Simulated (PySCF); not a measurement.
**SiPH4 (SMILES [SiH2]P): UPBE/STO-6G**

Aim: the vertical doublet–quartet gap of SiPH4 at UPBE/STO-6G, from 2 runs. Input form: a Python script.

The results are computed with PySCF 2.14.0.

10 further runs of the same task are left out: 1 that didn't finish, 9 set aside as unsound or not needed.

### Step 1. The molecule

SiPH4 has 6 atoms, charge 0, and is taken as a doublet. As SMILES, `[SiH2]P`. The coordinates come from a GFN2-xTB relaxation. This is one conformer, not always the lowest.

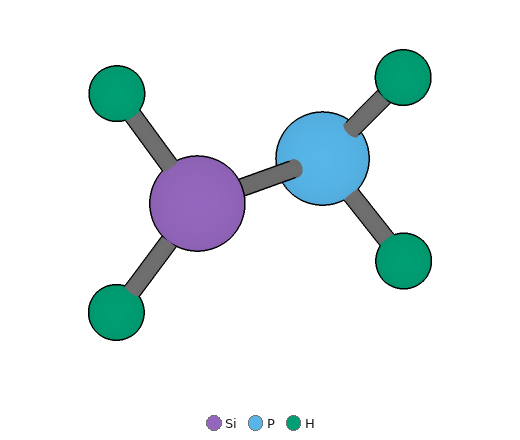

The structure, seen from a chosen angle (silicon purple, phosphorus blue, hydrogen teal).

### Step 2. A single-point energy at UPBE/STO-6G

Contents of input.py:

```python
from pyscf import gto, dft

molecule = gto.M(
    atom='''
Si     0.127020    -0.986120    -0.104660
P     -0.338670     1.170000     0.142220
H     -0.300620    -1.724700     1.087920
H     -0.579260    -1.514310    -1.276300
H      0.434680     1.617150    -0.915300
H      0.656850     1.437980     1.066130
''',
    spin=1,
    verbose=3,
    basis='sto-6g',
    max_memory=1860,
)

calc0 = dft.UKS(molecule)
calc0.xc = 'pbe'
calc0.conv_tol = 1e-10
calc0.grids.level = 5
calc0.kernel()
if not calc0.converged:
    calc0 = calc0.newton().run(calc0.mo_coeff, calc0.mo_occ)

e_tot = calc0.e_tot
print('Final energy', e_tot)
```

Launch:

```bash
$ OMP_NUM_THREADS=1 python input.py
```

The log of the run:

```text
WARN: HOMO -0.124546718241704 >= LUMO -0.124546718241705

converged SCF energy = -630.569533078283  <S^2> = 0.750776  2S+1 = 2.0007759
Final energy -630.5695330782828
```

Wall time 7.8 s (1 thread of Arm Neoverse V1, shared host); peak memory 0.21 GiB.

### Step 3. The quartet, same level

Contents of input.py:

```python
from pyscf import gto, dft

system = gto.Mole()
system.atom = [
    ('Si', (0.127020, -0.986120, -0.104660)),
    ('P', (-0.338670, 1.170000, 0.142220)),
    ('H', (-0.300620, -1.724700, 1.087920)),
    ('H', (-0.579260, -1.514310, -1.276300)),
    ('H', (0.434680, 1.617150, -0.915300)),
    ('H', (0.656850, 1.437980, 1.066130)),
]
system.max_memory = 1860
system.spin = 3
system.basis = 'sto-6g'
system.verbose = 4
system.build()

mf = dft.UKS(system, xc='pbe')
mf.grids.level = 5
mf.conv_tol = 1e-10
mf.kernel()
if not mf.converged:
    mf = mf.newton().run(mf.mo_coeff, mf.mo_occ)

e_tot = mf.e_tot
print('Final energy', e_tot)
```

Launch:

```bash
$ OMP_NUM_THREADS=1 python input.py
```

The log of the run:

```text
PySCF version 2.14.0

[INPUT] num. atoms = 6
[INPUT] num. electrons = 33
[INPUT] charge = 0
[INPUT] spin (= nelec alpha-beta = 2S) = 3
[INPUT] symmetry False subgroup None
[INPUT] Mole.unit = angstrom
[INPUT] Symbol           X                Y                Z      unit          X                Y                Z       unit  Magmom
[INPUT]  1 Si     0.127020000000  -0.986120000000  -0.104660000000 AA    0.240033012342  -1.863496725956  -0.197778736197 Bohr   0.0
[INPUT]  2 P     -0.338670000000   1.170000000000   0.142220000000 AA   -0.639993546606   2.210979565741   0.268756849436 Bohr   0.0
[INPUT]  3 H     -0.300620000000  -1.724700000000   1.087920000000 AA   -0.568089467567  -3.259210647037   2.055870845437 Bohr   0.0
[INPUT]  4 H     -0.579260000000  -1.514310000000  -1.276300000000 AA   -1.094642754916  -2.861631167690  -2.411857452782 Bohr   0.0
[INPUT]  5 H      0.434680000000   1.617150000000  -0.915300000000 AA    0.821426151826   3.055970602340  -1.729666321814 Bohr   0.0
[INPUT]  6 H      0.656850000000   1.437980000000   1.066130000000 AA    1.241266604921   2.717388372602   2.014693713183 Bohr   0.0

nuclear repulsion = 83.3229545422204
number of shells = 14
number of NR pGTOs = 132
number of NR cGTOs = 22
basis = sto-6g
ecp = {}

******** <class 'pyscf.dft.uks.UKS'> ********
method = UKS
initial guess = minao
damping factor = 0
level_shift factor = 0
DIIS = <class 'pyscf.scf.diis.CDIIS'>
diis_start_cycle = 1
diis_space = 8
diis_damp = 0
SCF conv_tol = 1e-10
SCF conv_tol_grad = None
SCF max_cycles = 50
direct_scf = True
direct_scf_tol = 1e-13
number electrons alpha = 18  beta = 15
XC library pyscf.dft.libxc version 7.0.0
    S. Lehtola, C. Steigemann, M. J.T. Oliveira, and M. A.L. Marques.,  SoftwareX 7, 1–5 (2018)
XC functionals = pbe
    J. P. Perdew, K. Burke, and M. Ernzerhof.,  Phys. Rev. Lett. 77, 3865 (1996)
    J. P. Perdew, K. Burke, and M. Ernzerhof.,  Phys. Rev. Lett. 78, 1396 (1997)
    J. P. Perdew, K. Burke, and M. Ernzerhof.,  Phys. Rev. Lett. 77, 3865 (1996)
    J. P. Perdew, K. Burke, and M. Ernzerhof.,  Phys. Rev. Lett. 78, 1396 (1997)
radial grids:
    Treutler-Ahlrichs [JCP 102, 346 (1995); DOI:10.1063/1.469408] (M4) radial grids

becke partition: Becke, JCP 88, 2547 (1988); DOI:10.1063/1.454033
pruning grids: <function nwchem_prune>
grids dens level: 5
symmetrized grids: False
atomic radii adjust function: <function treutler_atomic_radii_adjust>
small_rho_cutoff = 0
Set gradient conv threshold to 1e-05
tot grids = 181304
init E= -630.293941886123
[... the frontier-level lines of each cycle are left out ...]


cycle= 1 E= -630.230539657323  delta_E= 0.0634  |g|= 0.0544  |ddm|= 2.76


cycle= 2 E= -630.148609640618  delta_E= 0.0819  |g|= 0.192  |ddm|= 3.21


cycle= 3 E= -630.236822710019  delta_E= -0.0882  |g|= 0.0287  |ddm|= 3.09


cycle= 4 E= -630.237375835326  delta_E= -0.000553  |g|= 0.0177  |ddm|= 0.91


cycle= 5 E= -630.23768130114  delta_E= -0.000305  |g|= 0.0132  |ddm|= 1.03


cycle= 6 E= -630.237839981633  delta_E= -0.000159  |g|= 0.00683  |ddm|= 0.64


cycle= 7 E= -630.237935417887  delta_E= -9.54e-05  |g|= 0.00159  |ddm|= 0.151


cycle= 8 E= -630.237935389062  delta_E= 2.88e-08  |g|= 0.00212  |ddm|= 0.12


cycle= 9 E= -630.237936452494  delta_E= -1.06e-06  |g|= 0.00175  |ddm|= 0.0147


cycle= 10 E= -630.237940440996  delta_E= -3.99e-06  |g|= 0.000677  |ddm|= 0.0349


cycle= 11 E= -630.237940719477  delta_E= -2.78e-07  |g|= 0.000467  |ddm|= 0.00446


cycle= 12 E= -630.237941027367  delta_E= -3.08e-07  |g|= 0.000152  |ddm|= 0.00912


cycle= 13 E= -630.237941059048  delta_E= -3.17e-08  |g|= 4.93e-05  |ddm|= 0.00262


cycle= 14 E= -630.237941062885  delta_E= -3.84e-09  |g|= 5.94e-06  |ddm|= 0.00122


cycle= 15 E= -630.237941062939  delta_E= -5.41e-11  |g|= 1.41e-06  |ddm|= 0.000243


Extra cycle  E= -630.237941062768  delta_E= 1.71e-10  |g|= 9.7e-06  |ddm|= 0.000533
converged SCF energy = -630.237941062768  <S^2> = 3.7536205  2S+1 = 4.0018098
Final energy -630.2379410627683
```

It took 9 s on 1 thread of Arm Neoverse V1, shared host; peak memory 0.21 GiB.

### Step 4. Summary of results

Level: UPBE/STO-6G.

```
                                        quantity          value
                           doublet: total energy  -630.56953 Eh
                          doublet: dipole moment         0.85 D
     doublet: HOMO energy (highest over α and β)       -1.29 eV
      doublet: LUMO energy (lowest over α and β)        0.40 eV
                                   doublet: ⟨S²⟩          0.751
                           quartet: total energy  -630.23794 Eh
                          quartet: dipole moment         2.36 D
                                   quartet: ⟨S²⟩          3.754
vertical energy of the quartet above the doublet       9.023 eV
```

At this shape the quartet lies 9.02 eV (871 kJ/mol) above the doublet. In a minimal basis such a difference can be off by several eV, whatever the method.
